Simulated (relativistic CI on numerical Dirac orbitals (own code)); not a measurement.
```
atom La  Z=57  charge=3  electrons=54
nucleus A=139  rms_radius_fm=4.8550
hamiltonian dirac-coulomb  breit=on  qed=on  c_scale=1
orbitals kli  potential=per-configuration
slater_scale 1
correlation none
mixing on
configurations
  [Kr] 4d10 5s2 5p6
  [Ar] 3d9 4s2 4p6 4d10 4f 5s2 5p6
end
absorption M4,5 T=10 lorentz=0.9 gauss=0.4
crystal_field Oh B40=-1410 B60=720
```

Multiplet model: relativistic Dirac–Coulomb–Breit theory, one configuration a step, Slater integrals scaled by 1, 10 K, Voigt broadening (Lorentzian 0.9 eV, Gaussian 0.4 eV full widths), computed with a radial Dirac CI code.

The M₄,₅ X-ray absorption spectrum that results:

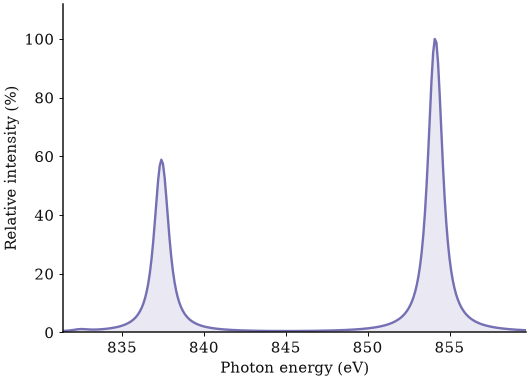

The main maxima lie at 837.4 eV (59) and 854.1 eV (100), heights in % of the largest; the centroid is at 847.9 eV. The lower edge holds 0.37 of the intensity (branching ratio, edges parted at 845 eV), and the core spin-orbit splitting of the orbitals is 17.6 eV. The ground state has S = 0.00.

Known limits: free-ion energies, so absolute edge positions are off by a few eV from solids.
